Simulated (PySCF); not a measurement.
## A study: C$_{2}$H$_{6}$OSi$_{2}$, SMILES `C#C[SiH2][SiH2]O`

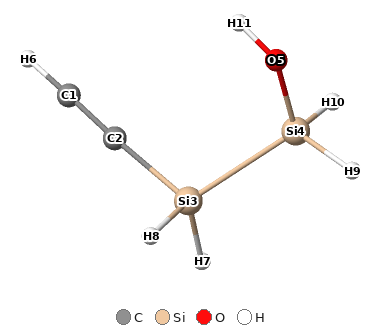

The molecule, with its atoms numbered as below. No frequency check shows the geometry to be a minimum.

Cartesian coordinates (Å):

```
C1      -2.7306    1.0568   -0.1989
C2      -1.8970    0.2059   -0.0295
Si3     -0.5524   -1.0505    0.2170
Si4      1.4894   -0.1396   -0.3570
O5       1.7895    1.2204    0.4917
H6      -3.4746    1.7875   -0.3444
H7      -0.9263   -2.2064   -0.6112
H8      -0.6889   -1.4576    1.6255
H9       2.6492   -0.9373    0.0311
H10      1.5740    0.1703   -1.7923
H11      1.1970    1.9657    0.4889
```

### 1. Electrostatic potential

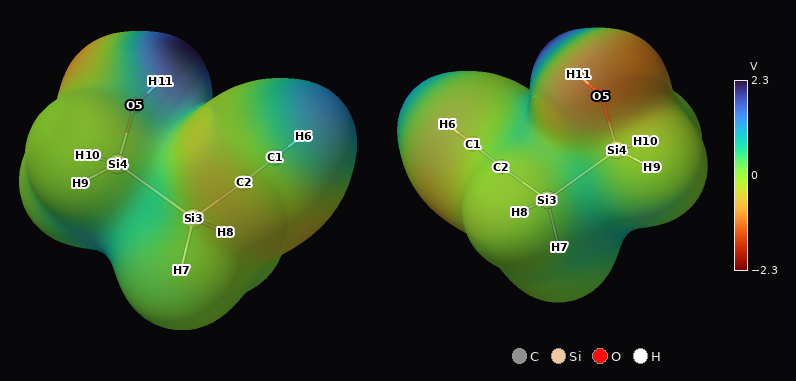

Electrostatic potential on the surface of electron density 0.001 a.u. (back view left, front view right).

Computed with PySCF, BP86/6-31+G*, geometry: GFN2-xTB.

Question: Where are the extremes of the potential on the surface?

Answer: Highest: 2.28 V, 1.1 Å from H11. Further maxima include 1.42 V, 1.3 Å from H6; 1.15 V, near Si4 (2.07 Å), H10 (2.15 Å) and H9 (2.18 Å). Lowest: −1.23 V, 1.9 Å from O5. Further minima include −0.63 V, off the C1–C2 bond (2.1 to 2.2 Å from its atoms); −0.63 V, off the C1–C2 bond (2.1 to 2.2 Å from its atoms). The surface is sampled at points, so like sites can differ by a few per cent and only the strongest of them is named.

### 2. In an electric field

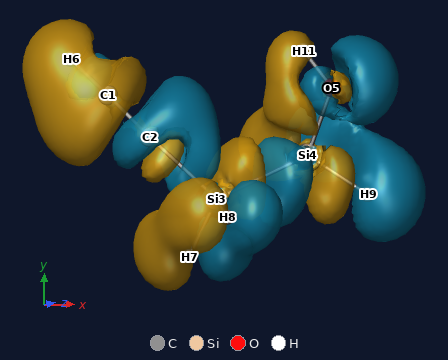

Change of the electron density in a uniform field of 0.26 V/Å, surfaces at ±0.0015 e/Å³ (yellow: gain, teal: loss).

Method: ωB97X/def2-SVPD; geometry: GFN2-xTB; program: PySCF.

Question: Along which Cartesian direction does the field point?

Answer: Along +x: electrons gather on the −x side, against the field.

Question: How large is the response?

Answer: The induced dipole is 1.21 D (along the field); α along this axis, from the fields in both directions, is 95 bohr³ (14.0 Å³).

Question: Which atoms gain and lose the most charge?

Answer: Electrons gather most on C1 (Hirshfeld charge changes by −0.020 e) and leave H9 most (+0.013 e); 0.098 electrons are displaced in all.

### 3. Localised orbitals

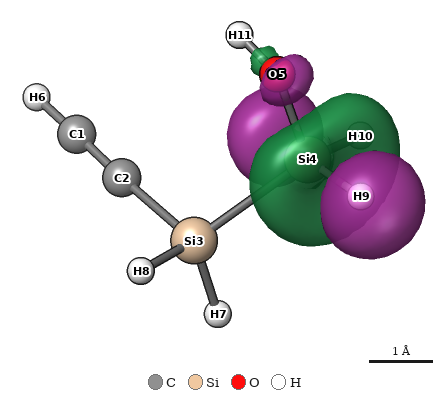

Intrinsic bond orbitals (IBO), occupied and valence-virtual; each surface holds about 80 % of the orbital's density. Energies are diagonal elements of the Fock matrix.

PySCF calculation, B3LYP/def2-SVPD, gas phase; geometry: GFN2-xTB.

Question: What does this orbital represent?

Answer: σ* orbital Si4–H9 (Si4 55 %, H9 43 %; 6.1 eV).
